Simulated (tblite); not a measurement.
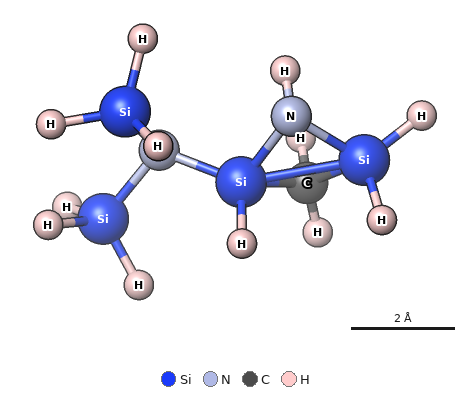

*The starting structure (ball-and-stick view, seen at a tilt).*

Bond lengths as drawn: C–H 1.10 to 1.11 Å, C–Si 1.86 to 1.87 Å, H–N 1.04 Å, H–Si 1.46 to 1.50 Å, N–Si 1.78 to 1.80 Å and Si–Si 2.45 Å.

CH12N2Si4: geometry relaxation (part 1 of 2)

CH12N2Si4, computed with GFN2-xTB geometry optimisation, gas phase (tblite 0.8.0).

What the program printed
```
step      E/eV     max force
  0    -572.86278    2.017
  1    -573.03750    1.478
  2    -573.19351    0.938
  3    -573.29816    0.927
  4    -573.38880    0.685
  5    -573.46225    0.706
  6    -573.53436    0.857
  7    -573.59762    0.617
  8    -573.65174    0.648
  9    -573.69810    0.471
 10    -573.74268    0.451
 11    -573.79040    0.466
 12    -573.83984    0.505
 13    -573.87763    0.439
 14    -573.90363    0.448
 15    -573.93451    0.629
 16    -573.87235    2.433
 17    -573.98266    0.553
 18    -574.01339    0.436
 19    -574.05926    1.857
 20    -574.10570    0.352
 21    -574.12589    0.270
 22    -574.14289    0.549
 23    -574.15213    0.313
 24    -574.16816    0.520
 25    -574.18397    0.594
 26    -574.20643    0.524
 27    -574.23173    0.585
 28    -574.25598    0.420
 29    -574.27722    0.588
 30    -574.30191    0.649
 31    -574.32971    0.450
 32    -574.34669    0.299
 33    -574.35552    0.253
 34    -574.36251    0.273
 35    -574.37172    0.549
 36    -574.38756    0.516
 37    -574.41266    0.551
 38    -574.44006    0.340
 39    -574.44964    0.254
 40    -574.45975    0.299
 41    -574.46998    0.342
 42    -574.48008    0.220
 43    -574.48616    0.140
 44    -574.48839    0.205
 45    -574.49137    0.190
 46    -574.49508    0.144
 47    -574.49860    0.170
 48    -574.50127    0.132
 49    -574.50363    0.172
 50    -574.50592    0.181
 51    -574.50831    0.116
 52    -574.51071    0.120
 53    -574.51331    0.140
 54    -574.51605    0.140
 55    -574.51847    0.119
 56    -574.51984    0.075
 57    -574.52112    0.071
 58    -574.52261    0.088
 59    -574.52440    0.120
 60    -574.52602    0.123
 61    -574.52738    0.101
 62    -574.52869    0.132
 63    -574.53013    0.147
 64    -574.53142    0.099
 65    -574.53237    0.060
 66    -574.53304    0.052
 67    -574.53371    0.084
 68    -574.53442    0.084
 69    -574.53503    0.055
 70    -574.53551    0.058
 71    -574.53594    0.057
 72    -574.53635    0.048
 73    -574.53672    0.049
 74    -574.53708    0.043
 75    -574.53745    0.041
 76    -574.53784    0.039
 77    -574.53816    0.028
 78    -574.53837    0.032
 79    -574.53854    0.029
 80    -574.53873    0.037
 81    -574.53898    0.048
 82    -574.53927    0.038
 83    -574.53949    0.031
 84    -574.53963    0.029
 85    -574.53973    0.022
 86    -574.53986    0.026
 87    -574.54002    0.029
 88    -574.54023    0.034
 89    -574.54044    0.032
 90    -574.54059    0.021
 91    -574.54068    0.020
 92    -574.54077    0.022
 93    -574.54091    0.031
 94    -574.54113    0.038
 95    -574.54140    0.036
 96    -574.54161    0.026
 97    -574.54173    0.019
 98    -574.54181    0.021
 99    -574.54190    0.025
100    -574.54203    0.026
101    -574.54219    0.032
102    -574.54231    0.025
103    -574.54238    0.017
104    -574.54241    0.012
105    -574.54244    0.013
106    -574.54247    0.017
107    -574.54252    0.016
108    -574.54256    0.015
109    -574.54259    0.011
110    -574.54261    0.007
```

Trajectory as extended XYZ (Å, eV, eV/Å), 25 of the 111 frames kept, from step=0 to step=110
```
19
Properties=species:S:1:pos:R:3:forces:R:3 step=0 energy=-572.86278
Si   -1.6590    1.7098   -0.0633    0.5030   0.1590   0.0200
N    -1.1101    0.0897   -0.5947   -0.5750   0.0140   1.7520
Si   -2.3732   -1.0655   -0.0897   -0.1810   0.1360  -0.1410
Si    0.4072   -0.2204    0.2845   -1.4790   1.1140  -0.7990
C     1.6666   -1.2677   -0.5885    0.2900  -1.3830  -0.2260
Si    2.8491   -0.0858    0.2534    0.7670   0.9060  -0.0400
N     1.5521    1.1491    0.0752    0.2420  -0.4810  -0.4800
H    -1.0877    1.9259    1.2848   -0.2420   0.1290  -0.2030
H    -1.1313    2.7432   -0.9653   -0.1220  -0.2850  -0.0070
H    -3.1234    1.7709    0.0915    0.2940   0.1230  -0.2770
H    -3.0524   -1.6870   -1.2449    0.3920   0.1760   0.1040
H    -1.8454   -2.0696    0.8451   -0.0060   0.0380  -0.2250
H    -3.4410   -0.3412    0.6681    0.2960  -0.4650  -0.1810
H     0.2772   -0.5226    1.7213   -0.0140   0.1370  -0.1970
H     1.6515   -1.0516   -1.6771    0.0310  -0.8080   0.7400
H     1.7459   -2.3155   -0.2734   -0.0910   0.2250  -0.8540
H     3.0511   -0.4173    1.6784    0.0050   0.2060  -0.4110
H     4.0714    0.2068   -0.4901   -0.0410   0.0920   0.1180
H     1.5418    1.4580   -0.9226   -0.0700  -0.0350   1.3070
19
Properties=species:S:1:pos:R:3:forces:R:3 step=5 energy=-573.46225
Si   -1.6410    1.7699   -0.0338   -0.0050   0.1890   0.1160
N    -1.2294    0.1238   -0.3892    0.4400  -0.0980  -0.1060
Si   -2.4164   -1.0971   -0.0721   -0.0270   0.0360   0.0120
Si    0.3609   -0.1925    0.2179   -0.0320  -0.2680   0.0780
C     1.6777   -1.3171   -0.5407    0.0130  -0.5700  -0.4170
Si    2.8866   -0.0586    0.2193   -0.0300  -0.2560  -0.2020
N     1.5608    1.0942    0.1023   -0.0230   0.1890  -0.0930
H    -1.1146    1.9772    1.2927    0.0830   0.4220   0.3850
H    -1.1295    2.7135   -1.0025    0.1610   0.0420  -0.2600
H    -3.0774    1.8005    0.0329   -0.4750   0.1890  -0.1360
H    -2.9877   -1.6674   -1.2708    0.0870  -0.0740  -0.3720
H    -1.8389   -2.0798    0.8061    0.1790  -0.4360   0.1380
H    -3.4390   -0.4038    0.6630   -0.5660   0.0210   0.2720
H     0.2717   -0.4793    1.6508   -0.0300   0.0220   0.1620
H     1.6660   -1.1899   -1.6201    0.0610   0.0090  -0.1400
H     1.7343   -2.3853   -0.3781   -0.0320  -0.0640   0.2880
H     3.0612   -0.3702    1.6229    0.1540   0.0910   0.1480
H     4.1090    0.2473   -0.4976    0.0340   0.1410  -0.0740
H     1.5357    1.5238   -0.8103    0.0090   0.4150   0.2030
19
Properties=species:S:1:pos:R:3:forces:R:3 step=9 energy=-573.69810
Si   -1.6456    1.8307    0.0092   -0.0480  -0.2140  -0.0610
N    -1.2480    0.1421   -0.2916   -0.1510   0.0630   0.0100
Si   -2.4485   -1.1129   -0.0449    0.0950   0.0900   0.0180
Si    0.3699   -0.2375    0.1998    0.0100   0.0730   0.1320
C     1.6803   -1.4052   -0.5666   -0.0070   0.2340   0.0330
Si    2.8922   -0.0994    0.1653    0.0410   0.0260   0.0470
N     1.5640    1.0640    0.1063    0.0870  -0.3710  -0.2770
H    -1.1227    2.1078    1.3621   -0.1710   0.2470  -0.3020
H    -1.0980    2.6917   -1.0668   -0.0500  -0.2460   0.2820
H    -3.1198    1.8640   -0.0359    0.2400   0.1380  -0.0080
H    -2.9165   -1.6594   -1.3457    0.2090   0.1940   0.3200
H    -1.8134   -2.1600    0.7885   -0.2280   0.1500  -0.2560
H    -3.5431   -0.4580    0.7025    0.0970  -0.3190  -0.1830
H     0.2653   -0.4515    1.6477    0.0950  -0.1420   0.1300
H     1.6869   -1.2798   -1.6438   -0.0340  -0.0810  -0.1900
H     1.7229   -2.4708   -0.3701    0.0180   0.0960   0.2310
H     3.1023   -0.3188    1.6003    0.1010  -0.0180  -0.1840
H     4.1294    0.3001   -0.5184   -0.2780  -0.0590  -0.0050
H     1.5325    1.6620   -0.7053   -0.0270   0.1400   0.2650
19
Properties=species:S:1:pos:R:3:forces:R:3 step=14 energy=-573.90363
Si   -1.6665    1.8479    0.0396    0.0750  -0.0050  -0.0990
N    -1.2801    0.1654   -0.1631    0.2160  -0.0570   0.0640
Si   -2.4546   -1.1026   -0.0146    0.0510   0.0170  -0.1080
Si    0.3639   -0.2716    0.2138   -0.0100   0.1350   0.0060
C     1.6724   -1.4517   -0.5878   -0.1240  -0.0400   0.0820
Si    2.9041   -0.1566    0.1008   -0.0120   0.2700  -0.0810
N     1.5719    0.9585   -0.0061   -0.1170   0.2730  -0.2250
H    -1.1953    2.3426    1.3337   -0.0440   0.0220  -0.0020
H    -1.0643    2.5903   -1.0563    0.2000   0.1020  -0.1440
H    -3.1036    1.9813   -0.1113   -0.2420  -0.0420   0.0760
H    -2.7707   -1.5853   -1.3461   -0.1060   0.0040  -0.3040
H    -1.8538   -2.2133    0.6973    0.0980  -0.1880   0.2180
H    -3.6357   -0.6255    0.6885   -0.0800   0.0560   0.0280
H     0.2952   -0.4787    1.6799    0.0830  -0.1900  -0.0670
H     1.6912   -1.4201   -1.6847   -0.1570   0.0030   0.3360
H     1.7165   -2.4979   -0.2918    0.0140   0.1350   0.0860
H     3.1925   -0.2806    1.5291    0.0740  -0.2110  -0.0110
H     4.0864    0.3472   -0.5716    0.0770  -0.0600  -0.2410
H     1.5208    1.8600   -0.4566    0.0030  -0.2240   0.3880
19
Properties=species:S:1:pos:R:3:forces:R:3 step=18 energy=-574.01339
Si   -1.6747    1.8548    0.0338    0.0460   0.0500  -0.1720
N    -1.2723    0.1686   -0.1021   -0.1960   0.0620   0.0270
Si   -2.4473   -1.1050   -0.0160   -0.0100  -0.1370  -0.0960
Si    0.3679   -0.2742    0.2316   -0.0420   0.2260  -0.0180
C     1.6499   -1.4495   -0.5647    0.1530  -0.0810   0.0790
Si    2.9025   -0.1511    0.0613    0.1220   0.4160   0.0430
N     1.5548    0.9462   -0.0843    0.1870  -0.2900  -0.0720
H    -1.2420    2.4435    1.2994    0.0190  -0.0510   0.1130
H    -1.0209    2.5553   -1.0605    0.1420   0.0910  -0.1730
H    -3.1117    2.0223   -0.1260   -0.1470  -0.1250   0.0340
H    -2.7222   -1.5438   -1.3770   -0.0870   0.0280  -0.2120
H    -1.8691   -2.2466    0.6807    0.0820  -0.0690   0.1400
H    -3.6694   -0.6972    0.6732    0.0390   0.1120  -0.0200
H     0.3269   -0.5269    1.6777    0.0410  -0.1680   0.2060
H     1.6632   -1.4838   -1.6485   -0.1970   0.1570  -0.0940
H     1.7173   -2.4759   -0.2423   -0.0110  -0.1750   0.3160
H     3.2435   -0.3034    1.4909    0.0090  -0.1250  -0.2280
H     4.0794    0.3549   -0.6398   -0.0950  -0.1170  -0.1380
H     1.5146    1.9211   -0.2946   -0.0550   0.1970   0.2660
19
Properties=species:S:1:pos:R:3:forces:R:3 step=23 energy=-574.15213
Si   -1.6831    1.8771   -0.0099    0.0100  -0.0230   0.0130
N    -1.2893    0.1767   -0.0407    0.0430   0.0050   0.0360
Si   -2.4370   -1.1375   -0.0429    0.0300   0.0740  -0.0190
Si    0.3697   -0.2482    0.2682    0.0090  -0.0680   0.0640
C     1.6504   -1.4386   -0.5157   -0.0770  -0.0080  -0.0290
Si    2.9128   -0.0993    0.0151   -0.0590  -0.2080  -0.1670
N     1.5455    0.9614   -0.1727   -0.0500  -0.0210   0.3080
H    -1.2941    2.5199    1.2582    0.0470  -0.1220  -0.0140
H    -0.9471    2.5361   -1.0918   -0.0930  -0.0210  -0.0370
H    -3.1349    2.0263   -0.1263    0.0550  -0.1100  -0.1050
H    -2.6968   -1.4895   -1.4432    0.0050  -0.0150   0.0390
H    -1.8747   -2.2790    0.6888    0.0290   0.0830  -0.0960
H    -3.6751   -0.7458    0.6378    0.0610   0.0860  -0.0650
H     0.3749   -0.6179    1.7030   -0.0520   0.1150   0.0440
H     1.5827   -1.5155   -1.5967   -0.0230   0.0010   0.0020
H     1.7207   -2.4479   -0.1212    0.0410   0.1150   0.0700
H     3.3041   -0.3647    1.4069    0.0640   0.0900  -0.0660
H     4.0614    0.3362   -0.7637   -0.0440   0.0100  -0.1100
H     1.5001    1.9594   -0.0607    0.0050   0.0170   0.1320
19
Properties=species:S:1:pos:R:3:forces:R:3 step=28 energy=-574.25598
Si   -1.6733    1.8748   -0.0474   -0.0350  -0.0520   0.0040
N    -1.2754    0.1845    0.0112    0.0510  -0.0500  -0.2070
Si   -2.4127   -1.1201   -0.0852   -0.0720  -0.0160   0.0170
Si    0.3632   -0.2494    0.3442    0.0860  -0.0110   0.1780
C     1.6005   -1.4326   -0.4947    0.1040   0.1070   0.0220
Si    2.9052   -0.1178   -0.0832    0.0030   0.3380   0.2490
N     1.5370    0.9686   -0.0261    0.1200   0.3680   0.0360
H    -1.2845    2.4630    1.2378    0.0240   0.0800  -0.0030
H    -0.9602    2.5251   -1.1520   -0.0820  -0.0270   0.0340
H    -3.1267    1.9348   -0.1949    0.0270   0.0410  -0.0720
H    -2.6935   -1.4703   -1.4806    0.0720   0.0080  -0.0070
H    -1.8440   -2.2495    0.6466    0.0110  -0.0430  -0.0620
H    -3.6376   -0.6889    0.5752   -0.1220   0.0390   0.0250
H     0.3659   -0.6100    1.7697   -0.0610  -0.0250   0.1920
H     1.4909   -1.5380   -1.5677   -0.1130  -0.3190   0.0650
H     1.7441   -2.3854    0.0016   -0.1180  -0.0920  -0.3000
H     3.3842   -0.3556    1.2838    0.1640  -0.0180  -0.0410
H     4.0102    0.3171   -0.9305   -0.1640   0.0000  -0.1040
H     1.4969    1.9590    0.1848    0.1040  -0.3280  -0.0250
19
Properties=species:S:1:pos:R:3:forces:R:3 step=32 energy=-574.34669
Si   -1.6691    1.8505   -0.0776    0.0110   0.0620   0.0340
N    -1.2331    0.1742    0.0154   -0.0920  -0.0350  -0.0470
Si   -2.4026   -1.0984   -0.1178   -0.0630  -0.1060   0.0100
Si    0.3817   -0.2468    0.4631   -0.0230   0.0270  -0.0630
C     1.5677   -1.4034   -0.4698    0.1980  -0.0580   0.0270
Si    2.8986   -0.0588   -0.1348   -0.0480  -0.2860  -0.0740
N     1.5451    1.0005    0.1144   -0.0720   0.0770   0.1050
H    -1.2824    2.4619    1.2035   -0.0710   0.0600  -0.0990
H    -0.9873    2.4963   -1.1977    0.0270   0.0230  -0.0100
H    -3.1177    1.8756   -0.2858    0.0390   0.0670   0.0310
H    -2.6549   -1.4398   -1.5226    0.0340   0.0480   0.0120
H    -1.8201   -2.2428    0.5803   -0.0800  -0.0380  -0.0050
H    -3.6467   -0.6472    0.5183    0.0790  -0.0750  -0.0350
H     0.3464   -0.6179    1.8899   -0.0320   0.0040   0.0390
H     1.3704   -1.6544   -1.5125   -0.0190   0.2200   0.1900
H     1.7393   -2.3398    0.0507    0.0320  -0.0440  -0.0310
H     3.5281   -0.3546    1.1548    0.1700   0.0010  -0.0110
H     3.9047    0.3054   -1.1317   -0.2040   0.0970   0.0000
H     1.5222    1.9488    0.4526    0.1120  -0.0440  -0.0740
19
Properties=species:S:1:pos:R:3:forces:R:3 step=37 energy=-574.41266
Si   -1.6610    1.8450   -0.0997   -0.0560  -0.0180  -0.1220
N    -1.2367    0.1606    0.0181    0.1020   0.0910   0.1090
Si   -2.4026   -1.1193   -0.1368    0.1340   0.0570  -0.0680
Si    0.3771   -0.2383    0.5184   -0.0150  -0.0930   0.2280
C     1.5712   -1.4160   -0.4086   -0.3790   0.0870   0.0990
Si    2.8892   -0.0892   -0.1596    0.1570   0.4760   0.2290
N     1.5532    1.0032    0.2008    0.3090  -0.3120   0.0410
H    -1.3227    2.5325    1.1483    0.0230  -0.0070   0.0420
H    -0.9757    2.4793   -1.2257    0.0490  -0.0270  -0.0080
H    -3.1063    1.8944   -0.3238    0.0030  -0.0050   0.0160
H    -2.6046   -1.3939   -1.5591   -0.0230  -0.0380  -0.0670
H    -1.8484   -2.2846    0.5437   -0.0230  -0.0560   0.0160
H    -3.6494   -0.6811    0.4795   -0.0810  -0.0190   0.0450
H     0.3253   -0.6269    1.9533   -0.0640   0.0720  -0.1550
H     1.2941   -1.6299   -1.4324    0.0600   0.0100  -0.0950
H     1.7590   -2.3566    0.0884   -0.0130  -0.1220   0.0340
H     3.6954   -0.3558    1.0533   -0.0710   0.0310  -0.2300
H     3.7429    0.3544   -1.2615   -0.1220   0.0360   0.0270
H     1.5902    1.9315    0.5958    0.0100  -0.1620  -0.1410
19
Properties=species:S:1:pos:R:3:forces:R:3 step=41 energy=-574.46998
Si   -1.6547    1.8355   -0.1389    0.0450   0.0130   0.0180
N    -1.2123    0.1622    0.0398    0.0000   0.0070   0.0810
Si   -2.3793   -1.1124   -0.1737    0.0070   0.0490   0.0140
Si    0.3720   -0.2475    0.6251    0.0670   0.0140  -0.1340
C     1.5298   -1.4088   -0.3436    0.2070   0.0150  -0.0320
Si    2.8936   -0.0637   -0.1789   -0.1460  -0.2500  -0.1820
N     1.6057    0.9566    0.3673   -0.1690  -0.0110   0.0640
H    -1.3355    2.5470    1.1026    0.0160   0.0000   0.0010
H    -0.9801    2.4591   -1.2729    0.1270  -0.0110  -0.0610
H    -3.0907    1.8698   -0.3874   -0.1140  -0.0050   0.0160
H    -2.5663   -1.3660   -1.6035   -0.0010   0.0000  -0.0430
H    -1.8643   -2.3088    0.4893   -0.0030   0.0120   0.0070
H    -3.6442   -0.6787    0.4325    0.0620  -0.0670  -0.0260
H     0.2688   -0.5993    2.0389   -0.0830  -0.0550   0.2240
H     1.2152   -1.6199   -1.3641    0.0800   0.0410   0.0880
H     1.7665   -2.3629    0.1245   -0.1100   0.1200  -0.0210
H     3.8614   -0.3328    0.8862    0.0570  -0.0340  -0.0330
H     3.5427    0.4002   -1.4057   -0.0240   0.0390   0.0430
H     1.6618    1.8797    0.7552   -0.0180   0.1210  -0.0250
19
Properties=species:S:1:pos:R:3:forces:R:3 step=46 energy=-574.49508
Si   -1.6452    1.8315   -0.1686   -0.0430   0.0660   0.0210
N    -1.1990    0.1665    0.0811   -0.0270   0.0300  -0.0140
Si   -2.3544   -1.1041   -0.2013   -0.0100  -0.0690  -0.0140
Si    0.3742   -0.2504    0.6996   -0.0340  -0.0400   0.1230
C     1.5217   -1.4022   -0.2998   -0.0850   0.0090  -0.0230
Si    2.8773   -0.0706   -0.2147    0.0240   0.0940   0.0520
N     1.6318    0.9278    0.4774    0.0120   0.1280   0.0520
H    -1.3469    2.5746    1.0632    0.0200  -0.0170  -0.0530
H    -0.9430    2.4298   -1.3109    0.0200  -0.0830   0.0530
H    -3.0941    1.8598   -0.4226    0.1430  -0.0100   0.0170
H    -2.5298   -1.3359   -1.6401    0.0460   0.0330   0.0110
H    -1.8788   -2.3230    0.4505    0.0600   0.0170  -0.0070
H    -3.6314   -0.7066    0.3919   -0.0260   0.0080   0.0020
H     0.2134   -0.6002    2.1249   -0.0150  -0.0140  -0.0770
H     1.1803   -1.6066   -1.3084   -0.0210  -0.0580  -0.0390
H     1.7510   -2.3517    0.1646    0.0090  -0.0750   0.0420
H     3.9738   -0.3257    0.7294   -0.0560  -0.0230  -0.0670
H     3.3869    0.4414   -1.4866    0.0060   0.0320  -0.0020
H     1.7024    1.8549    0.8629   -0.0230  -0.0270  -0.0760
19
Properties=species:S:1:pos:R:3:forces:R:3 step=50 energy=-574.50592
Si   -1.6371    1.8331   -0.1717    0.0800  -0.0370   0.0200
N    -1.2032    0.1710    0.1116   -0.0180  -0.0200  -0.0120
Si   -2.3436   -1.1063   -0.2094   -0.0050   0.0260   0.0330
Si    0.3697   -0.2481    0.7353   -0.0220   0.0030  -0.1240
C     1.5025   -1.4013   -0.2852    0.0550  -0.0010   0.0060
Si    2.8565   -0.0549   -0.2261   -0.0600   0.0050  -0.0260
N     1.6289    0.9365    0.5103   -0.0330  -0.1780  -0.0080
H    -1.3468    2.6004    1.0393    0.0510   0.0340   0.0550
H    -0.9050    2.3894   -1.3110    0.0240  -0.0280  -0.0160
H    -3.0751    1.8633   -0.4290   -0.0270  -0.0010  -0.0340
H    -2.4963   -1.3102   -1.6531    0.0370   0.0160  -0.0110
H    -1.8654   -2.3251    0.4355    0.0720  -0.0230  -0.0010
H    -3.6333   -0.7333    0.3758   -0.0090   0.0160  -0.0110
H     0.1873   -0.6191    2.1448    0.0140  -0.0120   0.0360
H     1.1722   -1.6300   -1.2945   -0.0950   0.0310   0.0380
H     1.7394   -2.3514    0.1855    0.0270   0.0820   0.0230
H     3.9955   -0.3365    0.6523   -0.0320  -0.0070   0.0310
H     3.3426    0.4684   -1.5059   -0.0470   0.0270   0.0180
H     1.7013    1.8635    0.8880   -0.0120   0.0670  -0.0160
19
Properties=species:S:1:pos:R:3:forces:R:3 step=55 energy=-574.51847
Si   -1.6100    1.8315   -0.1681   -0.0460   0.0440  -0.0100
N    -1.2113    0.1691    0.1380    0.0030   0.0230   0.0120
Si   -2.3347   -1.1098   -0.2131    0.0080  -0.0340  -0.0310
Si    0.3536   -0.2589    0.7591    0.0390  -0.0130   0.1110
C     1.4849   -1.3962   -0.2718   -0.0370   0.0060  -0.0110
Si    2.8244   -0.0396   -0.2463    0.0560  -0.0350  -0.0160
N     1.6216    0.9169    0.5650    0.0540   0.1040  -0.0230
H    -1.3195    2.6277    1.0307    0.0250  -0.0390  -0.0370
H    -0.8557    2.3332   -1.3195    0.0120   0.0150   0.0100
H    -3.0483    1.8600   -0.4519    0.0600   0.0350   0.0030
H    -2.4457   -1.2771   -1.6662   -0.0020  -0.0200   0.0020
H    -1.8204   -2.3272    0.4127   -0.0140   0.0100  -0.0160
H    -3.6355   -0.7481    0.3513   -0.0090  -0.0140   0.0040
H     0.1611   -0.6352    2.1697    0.0230  -0.0010  -0.0190
H     1.1225   -1.6416   -1.2653   -0.0300  -0.0340   0.0300
H     1.7427   -2.3256    0.2221    0.0460  -0.0370  -0.0340
H     4.0041   -0.3464    0.5726   -0.0670   0.0250   0.0260
H     3.2651    0.5141   -1.5295   -0.0600   0.0260   0.0030
H     1.6912    1.8626    0.9030   -0.0620  -0.0610  -0.0050
```
